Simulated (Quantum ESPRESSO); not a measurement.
# Projected density of states of magnetic CrBr2

Where do the states of the two spins of CrBr2 lie?

Main program and level: Quantum ESPRESSO 7.5; PBEsol with U = 3.5 eV on Cr d (ortho-atomic projectors); plane waves with GBRV 1.5 PBEsol potentials, no spin-orbit coupling.

### Step 1. The starting structure

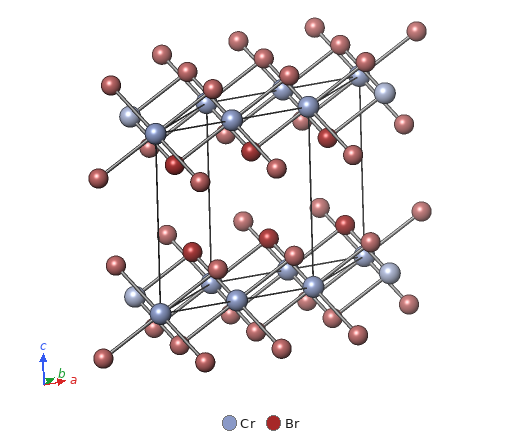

The starting structure, seen slightly off an axis (chromium light blue, bromine red). Some periodic images of atoms are drawn too.

The cell comes from Materials Project 2023-11-01, a database of computed structures, and need not be the stable phase.

### Step 2. Ground-state run

This state came out lowest in a comparison of starts that is told elsewhere.

pw.in

```
&CONTROL
  calculation = 'scf'
  prefix = 'pwscf'
  outdir = './tmp'
  pseudo_dir = './pseudo'
  disk_io = 'low'
/
&SYSTEM
  ibrav = 0
  celldm(1) = 8
  nat = 6
  ntyp = 3
  ecutwfc = 40
  ecutrho = 280
  nbnd = 42
  occupations = 'smearing'
  smearing = 'fd'
  degauss = 0.00367493
  nspin = 2
  starting_magnetization(1) = 0.2143
  starting_magnetization(2) = -0.2143
  starting_magnetization(3) = 0
/
&ELECTRONS
  conv_thr = 1.2d-08
  electron_maxstep = 150
  mixing_beta = 0.3
/
ATOMIC_SPECIES
Cr1    51.9961 cr_pbesol_v1.5.uspp.F.UPF
Cr2    51.9961 cr_pbesol_v1.5.uspp.F.UPF
Br     79.9040 br_pbesol_v1.4.uspp.F.UPF
CELL_PARAMETERS alat
   1.7690997093441   -0.8650481172817    0.0000000000000
   1.7690997093441    0.0000000000000    0.0000000000000
  -0.1716927205632    0.0000000000000    1.5273583845774
ATOMIC_POSITIONS crystal
Cr1     0.0000000000    0.0000000000    0.0000000000
Cr2     0.5000000000    0.0000000000    0.0000000000
Br      0.0000000000    0.6457740000    0.2332280000
Br      0.5000000000    0.6457740000    0.2332280000
Br      0.0000000000    0.3542260000    0.7667720000
Br      0.5000000000    0.3542260000    0.7667720000
K_POINTS automatic
3 6 6 0 0 0
HUBBARD {ortho-atomic}
U Cr1-3d 3.5000
U Cr2-3d 3.5000
```

Run with:

```
OMP_NUM_THREADS=1 mpirun -n 4 pw.x -nk 4 -in pw.in > pw.out
```

The log of the run:

```text
Program PWSCF v.7.5 starts

     Message from routine setup:
     using ibrav=0 with symmetry is DISCOURAGED, use correct ibrav instead

     K-points division:     npool     =       4
     Subspace diagonalization in iterative solution of the eigenvalue problem:

     bravais-lattice index     =            0
     lattice parameter (alat)  =       8.0000  a.u.
     unit-cell volume          =    1196.7502 (a.u.)^3
     number of atoms/cell      =            6
     number of atomic types    =            3
     number of electrons       =        56.00
     number of Kohn-Sham states=           42
     kinetic-energy cutoff     =      40.0000  Ry
     charge density cutoff     =     280.0000  Ry
     scf convergence threshold =      1.2E-08
     mixing beta               =       0.3000
     number of iterations used =            8  plain     mixing
     Exchange-correlation= SLA  PW   PSX  PSC
                           (   1   4  10   8   0   0   0)
     Hubbard projectors: ortho-atomic
     Hubbard parameters of DFT+U (Dudarev formulation) in eV:
     U(Cr1-3d) =  3.5000
     U(Cr2-3d) =  3.5000

     Internal variables: lda_plus_u =T, lda_plus_u_kind = 0

     Internal variables: orbital_resolved =F, hub_pot_fix =F, apply_U = F

     celldm(1)=   8.000000  celldm(2)=   0.000000  celldm(3)=   0.000000
     celldm(4)=   0.000000  celldm(5)=   0.000000  celldm(6)=   0.000000

     crystal axes: (cart. coord. in units of alat)
               a(1) = (   1.769100  -0.865048   0.000000 )
               a(2) = (   1.769100   0.000000   0.000000 )
               a(3) = (  -0.171693   0.000000   1.527358 )

     reciprocal axes: (cart. coord. in units 2 pi/alat)
               b(1) = (  0.000000 -1.156005  0.000000 )
               b(2) = (  0.565259  1.156005  0.063542 )
               b(3) = ( -0.000000  0.000000  0.654725 )

     PseudoPot. # 1 for Cr read from file:
     cr_pbesol_v1.5.uspp.F.UPF
     Pseudo is Ultrasoft + core correction, Zval = 14.0

     PseudoPot. # 2 for Cr read from file:
     cr_pbesol_v1.5.uspp.F.UPF
     Pseudo is Ultrasoft + core correction, Zval = 14.0

     PseudoPot. # 3 for Br read from file:
     br_pbesol_v1.4.uspp.F.UPF
     Pseudo is Ultrasoft + core correction, Zval =  7.0

     atomic species   valence    mass     pseudopotential
     Cr1              14.00    51.99610     Cr( 1.00)
     Cr2              14.00    51.99610     Cr( 1.00)
     Br                7.00    79.90400     Br( 1.00)

     Starting magnetic structure
     atomic species   magnetization
     Cr1             0.214
     Cr2            -0.214
     Br              0.000

      4 Sym. Ops., with inversion, found

   Cartesian axes

     site n.     atom                  positions (alat units)
         1        Cr1    tau(   1) = (   0.0000000   0.0000000   0.0000000  )
         2        Cr2    tau(   2) = (   0.8845499  -0.4325241   0.0000000  )
         3        Br     tau(   3) = (   1.1023950   0.0000000   0.3562227  )
         4        Br     tau(   4) = (   1.9869449  -0.4325241   0.3562227  )
         5        Br     tau(   5) = (   0.4950119   0.0000000   1.1711356  )
         6        Br     tau(   6) = (   1.3795618  -0.4325241   1.1711356  )

     number of k points=    40  Fermi-Dirac smearing, width (Ry)=  0.0037
                       cart. coord. in units 2pi/alat
        k(    1) = (   0.0000000   0.0000000   0.0000000), wk =   0.0092593
        k(    2) = (   0.0000000   0.0000000   0.1091209), wk =   0.0185185
        k(    3) = (   0.0000000   0.0000000   0.2182417), wk =   0.0185185
        k(    4) = (   0.0000000   0.0000000  -0.3273626), wk =   0.0092593
        k(    5) = (   0.0942099   0.1926675   0.0105903), wk =   0.0370370
        [... 35 further k-points ...]

     Dense  grid:    94721 G-vectors     FFT dimensions: (  90,  75,  72)

     Smooth grid:    40917 G-vectors     FFT dimensions: (  64,  60,  50)

     Check: negative core charge=   -0.000003
     Generating pointlists ...
     new r_m :   0.2480 (alat units)  1.9839 (a.u.) for type    1
     new r_m :   0.2480 (alat units)  1.9839 (a.u.) for type    2
     new r_m :   0.2480 (alat units)  1.9839 (a.u.) for type    3

     Initial potential from superposition of free atoms

     starting charge      53.9999, renormalised to      56.0000

     negative rho (up, down):  1.399E-03 1.399E-03

     STARTING HUBBARD OCCUPATIONS:

     =================== HUBBARD OCCUPATIONS ===================
     ------------------------ ATOM    1 ------------------------
     Tr[ns(  1)] (up, down, total) =   3.40000  0.00000  3.40000
     Atomic magnetic moment for atom   1 =   3.40000
     [... lines left out ...]
     ------------------------ ATOM    2 ------------------------
     Tr[ns(  2)] (up, down, total) =   0.00000  3.40000  3.40000
     Atomic magnetic moment for atom   2 =  -3.40000
     [... lines left out ...]
     Number of occupied Hubbard levels =    6.8000

     Atomic wfc used for Hubbard projectors are orthogonalized

     Starting wfcs are   36 randomized atomic wfcs +    6 random wfcs

     Self-consistent Calculation

     iteration #  1     ecut=    40.00 Ry     beta= 0.30
     Davidson diagonalization with overlap
     ethr =  1.00E-02,  avg # of iterations =  6.2

     =================== HUBBARD OCCUPATIONS ===================
     ------------------------ ATOM    1 ------------------------
     Tr[ns(  1)] (up, down, total) =   4.23530  0.23476  4.47007
     Atomic magnetic moment for atom   1 =   4.00054
     [... lines left out ...]
     ------------------------ ATOM    2 ------------------------
     Tr[ns(  2)] (up, down, total) =   0.23469  4.23435  4.46904
     Atomic magnetic moment for atom   2 =  -3.99966
     [... lines left out ...]
     Number of occupied Hubbard levels =    8.9391

     Threshold (ethr) on eigenvalues was too large:
     Diagonalizing with lowered threshold

     Davidson diagonalization with overlap
     ethr =  4.74E-04,  avg # of iterations =  8.6

     negative rho (up, down):  1.356E-03 1.356E-03

     total energy              =    -512.85230085 Ry
     estimated scf accuracy    <       0.33609858 Ry

     total magnetization       =    -0.00 Bohr mag/cell
     absolute magnetization    =     8.46 Bohr mag/cell

     iteration #  2     ecut=    40.00 Ry     beta= 0.30
     Davidson diagonalization with overlap
     ethr =  6.00E-04,  avg # of iterations =  2.0

     negative rho (up, down):  2.000E-03 2.000E-03

     total energy              =    -512.89528777 Ry
     estimated scf accuracy    <       0.08617033 Ry

     total magnetization       =     0.00 Bohr mag/cell
     absolute magnetization    =     8.32 Bohr mag/cell

     [... further iterations left out ...]

     iteration # 13     ecut=    40.00 Ry     beta= 0.30
     Davidson diagonalization with overlap
     ethr =  1.41E-10,  avg # of iterations =  4.5

     negative rho (up, down):  4.723E-03 4.723E-03

     total energy              =    -512.93029858 Ry
     estimated scf accuracy    <       0.00000002 Ry

     total magnetization       =    -0.00 Bohr mag/cell
     absolute magnetization    =     8.55 Bohr mag/cell

     iteration # 14     ecut=    40.00 Ry     beta= 0.30
     Davidson diagonalization with overlap
     ethr =  4.31E-11,  avg # of iterations =  2.3

     negative rho (up, down):  4.723E-03 4.723E-03

     Magnetic moment per site  (integrated on atomic sphere of radius R)
     atom   1 (R=0.248)  charge= 12.0775  magn=  3.5962
     atom   2 (R=0.248)  charge= 12.0775  magn= -3.5962
     atom   3 (R=0.248)  charge=  4.8507  magn=  0.0630
     atom   4 (R=0.248)  charge=  4.8507  magn= -0.0630
     atom   5 (R=0.248)  charge=  4.8507  magn=  0.0630
     atom   6 (R=0.248)  charge=  4.8507  magn= -0.0630

     End of self-consistent calculation

     =================== HUBBARD OCCUPATIONS ===================
     ------------------------ ATOM    1 ------------------------
     Tr[ns(  1)] (up, down, total) =   4.21903  0.22265  4.44168
     Atomic magnetic moment for atom   1 =   3.99639
     [... lines left out ...]
     ------------------------ ATOM    2 ------------------------
     Tr[ns(  2)] (up, down, total) =   0.22265  4.21903  4.44168
     Atomic magnetic moment for atom   2 =  -3.99638
     [... lines left out ...]
     Number of occupied Hubbard levels =    8.8834

     [... lines left out ...]
     the Fermi energy is     4.2898 ev

!    total energy              =    -512.93029865 Ry
     estimated scf accuracy    <          4.1E-09 Ry
     smearing contrib. (-TS)   =      -0.00000000 Ry
     internal energy E=F+TS    =    -512.93029865 Ry

     The total energy is F=E-TS. E is the sum of the following terms:
     one-electron contribution =    -348.20618731 Ry
     hartree contribution      =     188.44749574 Ry
     xc contribution           =    -123.48743985 Ry
     ewald contribution        =    -229.80619960 Ry
     Hubbard energy            =       0.12203237 Ry

     total magnetization       =     0.00 Bohr mag/cell
     absolute magnetization    =     8.55 Bohr mag/cell

     convergence has been achieved in  14 iterations

=------------------------------------------------------------------------------=
   JOB DONE.
=------------------------------------------------------------------------------=
```

Run time: 3.1 min. Hardware: 4 MPI ranks of Arm Neoverse V2, shared host; peak memory 1.2 GiB.

Spin moment in the atom's sphere by atom:

```csv
atom,spin moment in the atom's sphere (μB)
Cr1,3.60
Cr2,-3.60
Br3,0.06
Br4,-0.06
Br5,0.06
Br6,-0.06
```

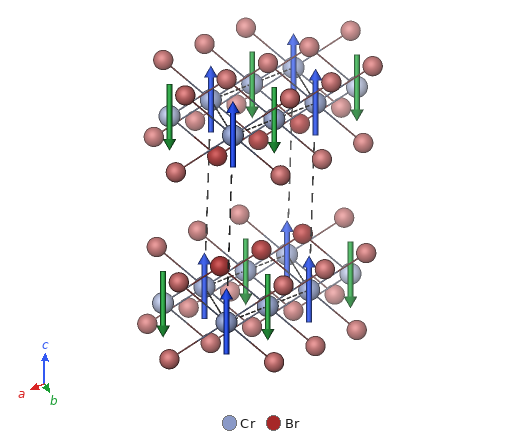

Spin moment in the atom's sphere as arrows, the longest 3.60 μB. Up and down stand for the sign. Arrows give size and sign along the axis of quantisation, drawn up and down the page. The two directions have two colours. Some periodic images of atoms are drawn too.

Numbers from this step:

| Quantity | Value |
| --- | --- |
| smearing term TS | 5.65e-11 eV |
| magnetization | 0 μB |
| absolute magnetization | 8.553 μB |
| final state | antiferromagnetic |

### Step 3. Projected density of states

projwfc.in

```
&PROJWFC
  prefix = 'pwscf'
  outdir = './tmp'
  filpdos = 'pdos'
  ngauss = 0
  degauss = 0.01
  DeltaE = 0.05
  Emin = -4.71
  Emax = 9.29
/
```

Run with:

```
OMP_NUM_THREADS=1 mpirun -n 4 projwfc.x -nk 4 -in projwfc.in > projwfc.out
```

The log of the run:

```text
[banner, memory and clock lines left out]
Program PROJWFC v.7.5 starts

     [... lines left out ...]
     IMPORTANT: XC functional enforced from input :
     Exchange-correlation= PBESOL
                           (   1   4  10   8   0   0   0)
     Any further DFT definition will be discarded
     Please, verify this is what you really want

     G-vector sticks info

     Check: negative core charge=   -0.000003

     negative rho (up, down):  4.723E-03 4.723E-03

     Gaussian broadening (read from input): ngauss,degauss=   0    0.010000

     Calling projwave ....

  Problem Sizes
  natomwfc =           36
  nbnd     =           42
  nkstot   =           80
  npwx     =         5140
  nkb      =          108

     Atomic states used for projection
     (read from pseudopotential files):

     state #   1: atom   1 (Cr1), wfc  1 (l=0 m= 1)
     state #   2: atom   1 (Cr1), wfc  2 (l=1 m= 1)
     state #   3: atom   1 (Cr1), wfc  2 (l=1 m= 2)
     state #   4: atom   1 (Cr1), wfc  2 (l=1 m= 3)
     state #   5: atom   1 (Cr1), wfc  3 (l=0 m= 1)
     state #   6: atom   1 (Cr1), wfc  4 (l=2 m= 1)
     state #   7: atom   1 (Cr1), wfc  4 (l=2 m= 2)
     state #   8: atom   1 (Cr1), wfc  4 (l=2 m= 3)
     state #   9: atom   1 (Cr1), wfc  4 (l=2 m= 4)
     state #  10: atom   1 (Cr1), wfc  4 (l=2 m= 5)
     state #  11: atom   2 (Cr2), wfc  1 (l=0 m= 1)
     state #  12: atom   2 (Cr2), wfc  2 (l=1 m= 1)
     state #  13: atom   2 (Cr2), wfc  2 (l=1 m= 2)
     state #  14: atom   2 (Cr2), wfc  2 (l=1 m= 3)
     state #  15: atom   2 (Cr2), wfc  3 (l=0 m= 1)
     state #  16: atom   2 (Cr2), wfc  4 (l=2 m= 1)
     state #  17: atom   2 (Cr2), wfc  4 (l=2 m= 2)
     state #  18: atom   2 (Cr2), wfc  4 (l=2 m= 3)
     state #  19: atom   2 (Cr2), wfc  4 (l=2 m= 4)
     state #  20: atom   2 (Cr2), wfc  4 (l=2 m= 5)
     state #  21: atom   3 (Br ), wfc  1 (l=0 m= 1)
     state #  22: atom   3 (Br ), wfc  2 (l=1 m= 1)
     state #  23: atom   3 (Br ), wfc  2 (l=1 m= 2)
     state #  24: atom   3 (Br ), wfc  2 (l=1 m= 3)
     state #  25: atom   4 (Br ), wfc  1 (l=0 m= 1)
     state #  26: atom   4 (Br ), wfc  2 (l=1 m= 1)
     state #  27: atom   4 (Br ), wfc  2 (l=1 m= 2)
     state #  28: atom   4 (Br ), wfc  2 (l=1 m= 3)
     state #  29: atom   5 (Br ), wfc  1 (l=0 m= 1)
     state #  30: atom   5 (Br ), wfc  2 (l=1 m= 1)
     state #  31: atom   5 (Br ), wfc  2 (l=1 m= 2)
     state #  32: atom   5 (Br ), wfc  2 (l=1 m= 3)
     state #  33: atom   6 (Br ), wfc  1 (l=0 m= 1)
     state #  34: atom   6 (Br ), wfc  2 (l=1 m= 1)
     state #  35: atom   6 (Br ), wfc  2 (l=1 m= 2)
     state #  36: atom   6 (Br ), wfc  2 (l=1 m= 3)

 [... projections of the bands left out ...]

Lowdin Charges:

     Atom #   1: total charge =  12.9606, s =  2.5207, p =  5.9982, d =  4.4417,
                 spin up      =   8.5210, s =  1.3025,
                 spin up      =   8.5210, p =  2.9995, pz=  0.9998, px=  0.9998, py=  0.9999,
                 spin up      =   8.5210, d =  4.2190, dz2=  0.9865, dxz=  0.9791, dyz=  0.4793, dx2-y2=  0.9809, dxy=  0.7932,
                 spin down    =   4.4396, s =  1.2182,
                 spin down    =   4.4396, p =  2.9987, pz=  0.9996, px=  0.9995, py=  0.9996,
                 spin down    =   4.4396, d =  0.2226, dz2=  0.0186, dxz=  0.0284, dyz=  0.0989, dx2-y2=  0.0285, dxy=  0.0482,
                 polarization =   4.0814, s =  0.0843, p =  0.0008, d =  3.9964,
     Atom #   2: total charge =  12.9606, s =  2.5207, p =  5.9982, d =  4.4417,
                 spin up      =   4.4396, s =  1.2182,
                 spin up      =   4.4396, p =  2.9987, pz=  0.9996, px=  0.9995, py=  0.9996,
                 spin up      =   4.4396, d =  0.2226, dz2=  0.0186, dxz=  0.0284, dyz=  0.0989, dx2-y2=  0.0285, dxy=  0.0482,
                 spin down    =   8.5210, s =  1.3025,
                 spin down    =   8.5210, p =  2.9995, pz=  0.9998, px=  0.9998, py=  0.9999,
                 spin down    =   8.5210, d =  4.2190, dz2=  0.9865, dxz=  0.9791, dyz=  0.4793, dx2-y2=  0.9809, dxy=  0.7932,
                 polarization =  -4.0814, s = -0.0843, p = -0.0008, d = -3.9964,
     Atom #   3: total charge =   7.4355, s =  1.9473, p =  5.4882, d =  0.0000,
                 spin up      =   3.7648, s =  0.9740,
                 spin up      =   3.7648, p =  2.7908, pz=  0.9335, px=  0.9493, py=  0.9080,
                 spin up      =   3.7648, d =  0.0000, dz2=  0.0000, dxz=  0.0000, dyz=  0.0000, dx2-y2=  0.0000, dxy=  0.0000,
                 spin down    =   3.6707, s =  0.9733,
                 spin down    =   3.6707, p =  2.6975, pz=  0.9013, px=  0.9410, py=  0.8552,
                 spin down    =   3.6707, d =  0.0000, dz2=  0.0000, dxz=  0.0000, dyz=  0.0000, dx2-y2=  0.0000, dxy=  0.0000,
                 polarization =   0.0940, s =  0.0007, p =  0.0933, d =  0.0000,
     Atom #   4: total charge =   7.4355, s =  1.9473, p =  5.4882, d =  0.0000,
                 spin up      =   3.6707, s =  0.9733,
                 spin up      =   3.6707, p =  2.6975, pz=  0.9013, px=  0.9410, py=  0.8552,
                 spin up      =   3.6707, d =  0.0000, dz2=  0.0000, dxz=  0.0000, dyz=  0.0000, dx2-y2=  0.0000, dxy=  0.0000,
                 spin down    =   3.7648, s =  0.9740,
                 spin down    =   3.7648, p =  2.7908, pz=  0.9335, px=  0.9493, py=  0.9080,
                 spin down    =   3.7648, d =  0.0000, dz2=  0.0000, dxz=  0.0000, dyz=  0.0000, dx2-y2=  0.0000, dxy=  0.0000,
                 polarization =  -0.0940, s = -0.0007, p = -0.0933, d =  0.0000,
     Atom #   5: total charge =   7.4355, s =  1.9473, p =  5.4882, d =  0.0000,
                 spin up      =   3.7648, s =  0.9740,
                 spin up      =   3.7648, p =  2.7908, pz=  0.9335, px=  0.9493, py=  0.9080,
                 spin up      =   3.7648, d =  0.0000, dz2=  0.0000, dxz=  0.0000, dyz=  0.0000, dx2-y2=  0.0000, dxy=  0.0000,
                 spin down    =   3.6707, s =  0.9733,
                 spin down    =   3.6707, p =  2.6975, pz=  0.9013, px=  0.9410, py=  0.8552,
                 spin down    =   3.6707, d =  0.0000, dz2=  0.0000, dxz=  0.0000, dyz=  0.0000, dx2-y2=  0.0000, dxy=  0.0000,
                 polarization =   0.0940, s =  0.0007, p =  0.0933, d =  0.0000,
     Atom #   6: total charge =   7.4355, s =  1.9473, p =  5.4882, d =  0.0000,
                 spin up      =   3.6707, s =  0.9733,
                 spin up      =   3.6707, p =  2.6975, pz=  0.9013, px=  0.9410, py=  0.8552,
                 spin up      =   3.6707, d =  0.0000, dz2=  0.0000, dxz=  0.0000, dyz=  0.0000, dx2-y2=  0.0000, dxy=  0.0000,
                 spin down    =   3.7648, s =  0.9740,
                 spin down    =   3.7648, p =  2.7908, pz=  0.9335, px=  0.9493, py=  0.9080,
                 spin down    =   3.7648, d =  0.0000, dz2=  0.0000, dxz=  0.0000, dyz=  0.0000, dx2-y2=  0.0000, dxy=  0.0000,
                 polarization =  -0.0940, s = -0.0007, p = -0.0933, d =  0.0000,
     Spilling Parameter:   0.0060
```

Elapsed: 2.6 s, on 4 MPI ranks; peak memory 0.39 GiB.

The density of states has structure finer than the step of the table below, so its rows give means over 1 eV, whole bins alone (the curve runs from -9.00 to 5.05 eV). Peaks (eV: height): up -3.6: 6.16, -2.6: 6.72, -2.1: 4.54, 4.4: 5.81; down -3.6: 6.16, -2.6: 6.72, -2.1: 4.54, 4.4: 5.81; Cr1 d up -3.5: 1.61, -2.6: 1.98, -1.2: 1.88, 1.3: 1.72; Cr1 d down = Cr2 d up 4.1: 4.28; Cr2 d down -3.5: 1.61, -2.6: 1.98, -1.2: 1.88, 1.3: 1.72.

Gaussian broadening of 0.136 eV on the SCF mesh. The density of states by energy, zero at the Fermi level; means over each step; 7 of 8 lines; values in states/eV/cell:

```
energy (eV)      up    down  Cr1 d up  Cr1 d down = Cr2 d up  Cr2 d down  Br3 p up = Br4 p down  Br3 p down
         -7       0       0         0                      0           0                      0           0
         -6  0.0879  0.0879    0.0141                 1.3e-4      0.0141                0.00137      0.0278
         -5    1.84    1.84     0.257                 0.0131       0.257                  0.271       0.389
         -4    4.29    4.29     0.738                 0.0414       0.738                  0.826       0.833
         -3    5.23    5.23      1.43                  0.121        1.43                   1.17       0.612
         -2    3.41    3.41      1.19                 0.0263        1.19                  0.352       0.718
         -1    1.15    1.15     0.571                0.00742       0.571                  0.160       0.108
          0       0       0         0                      0           0                      0           0
          1   0.732   0.732     0.511                0.00195       0.511                 7.1e-4      0.0953
          2   0.269   0.269     0.181                 6.0e-4       0.181                 4.5e-5      0.0408
          3   0.412   0.412   0.00218                  0.258     0.00218                0.00525     0.00566
          4    4.58    4.58    0.0124                   3.28      0.0124                 0.0803      0.0471
```

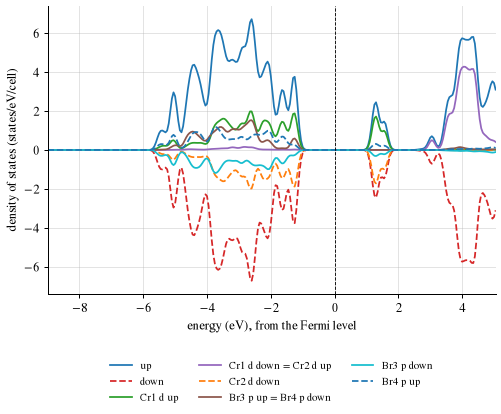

Density of states against energy. Down spins are drawn negative.

### Step 4. Results

```
state                      : antiferromagnetic
largest moment in a sphere : 3.60 μB
```

**Reading.** The most distinct maxima of the density of states (up) lie at -4.40, -3.65, -2.60, -2.10 and 4.35 eV, the highest at -2.60 eV. These are Kohn–Sham states without spin–orbit coupling, on the mesh of the self-consistent run. The moments are opposed on like sites, so the totals of the two spins are equal and the projections on single atoms show the splitting.

[Logs and program files are shortened in this print: banners, set-up blocks, solver, clock and traceback lines can be left out without a mark of their own.]

[Logs are printed without paths, hosts, clocks, repeated set-up lines and the standing remarks that a program may print on its own settings, such as how far it seeks lower states.]

[Hosts, paths, dates, database ids (printed as entryN), source tags and the programs' standing remarks are cut or masked in the printed files.]

[Where a cell is said to come from a database of computed structures, the database is the Materials Project.]
